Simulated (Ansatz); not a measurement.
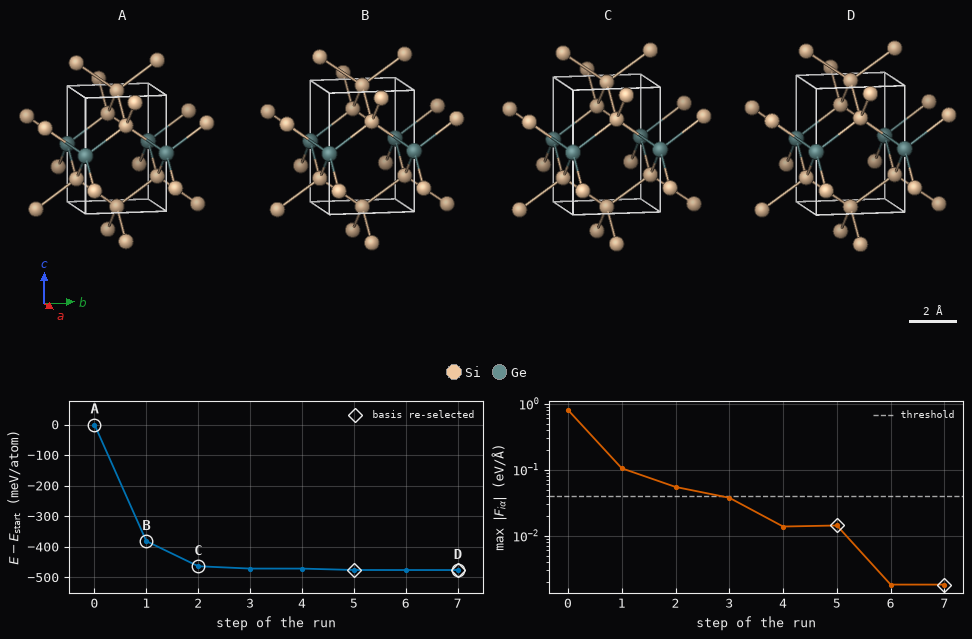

Frames of a relaxation of a crystal of Si3Ge (a generated structure, set up in P-4m2) (coarse preliminary run), marked on the history of the run. A ball-and-stick model of the cell of the calculation, seen slightly off an axis.

Computed with Ansatz, DFT PBE, scalar-relativistic, plane waves, PAW.

The input:
```yaml
crystal:
  lattice:
    - [3.57971514, 0.0, 0.0]
    - [0.0, 3.57971514, 0.0]
    - [0.0, 0.0, 5.06248171]
  atoms:
    - { symbol: Si, position: [0.5, 0.5, 0.0] }
    - { symbol: Si, position: [0.0, 0.5, 0.75] }
    - { symbol: Si, position: [0.5, 0.0, 0.25] }
    - { symbol: Ge, position: [0.0, 0.0, 0.5] }
basis:
  ecutwfc: 420
kpoints:
  mp_grid: { grid: [6, 6, 4] }
hamiltonian:
  xc: pbe
scf:
  occupations: { method: gaussian, width: 0.1 }
  lower_state_search: "off"
output:
  forces: true
  stress: true
  eigenvalues: true
relax:
  adjacent_minimum: "off"
  f_tol: 0.04
  max_steps: 70
  cell: { stress_tol: 0.4 }
```

Launched with:
```bash
ansatz run input.yaml --threads 1 --pin off --max-ram 2560MiB --backend cpu --events-out ev --progress --plain --runs-dir out
```

### What happens along the run?

The energy falls by 476 meV per atom in 5 accepted moves (7 points after the start). Largest force component: 0.8 eV/Å at the start, 0.0018 eV/Å at the end. The pressure goes from 38.31 to 0.02 GPa. The SCF was repeated twice at an unchanged geometry on a basis and grid sized afresh for the cell, which shifted the energy by 4.5 meV per atom at most. The largest moves relative to the cell, 0.033 Å, are those of Si2 and Si3. Si2 goes along +c. Ge stays in place. The volume changes by +30.5 %, with a = b 3.580 → 3.916 Å (+9.4 %), c 5.062 → 5.521 Å (+9.1 %). Some distances before and after: Si2–Ge4 2.192 → 2.415 Å, Si1–Si2 2.192 → 2.377 Å. The space group stays P-4m2 (No. 115). Cost: 32 s on 1 thread of Intel(R) Xeon(R) Platinum 8259CL CPU @ 2.50GHz (Skylake/Cascade Lake), on a shared host, peak memory 0.41 GiB. From step 0 to 1: Si atoms move most (0.03 Å), volume +15.2 %, energy −382 meV per atom. From step 1 to 2: volume +8.8 %, energy −82.1 meV per atom. From step 2 to 7: volume +4.1 %, energy −12.4 meV per atom.

| step | E − E(0), meV/atom | largest force component, eV/Å | pressure, GPa | volume, Å³/atom | note |
| --- | --- | --- | --- | --- | --- |
| 0 | 0.00 | 0.8046 | 38.31 | 16.218 |  |
| 1 | -381.60 | 0.1051 | 13.30 | 18.681 |  |
| 2 | -463.66 | 0.0548 | 3.41 | 20.322 |  |
| 3 | -471.29 | 0.0376 | -0.40 | 21.185 |  |
| 4 | -471.37 | 0.0138 | -0.01 | 21.089 |  |
| 5 | -475.92 | 0.0143 | 0.32 | 21.089 | same geometry, new basis |
| 6 | -476.08 | 0.0018 | 0.02 | 21.166 |  |
| 7 | -476.10 | 0.0018 | 0.02 | 21.166 | same geometry, new basis |
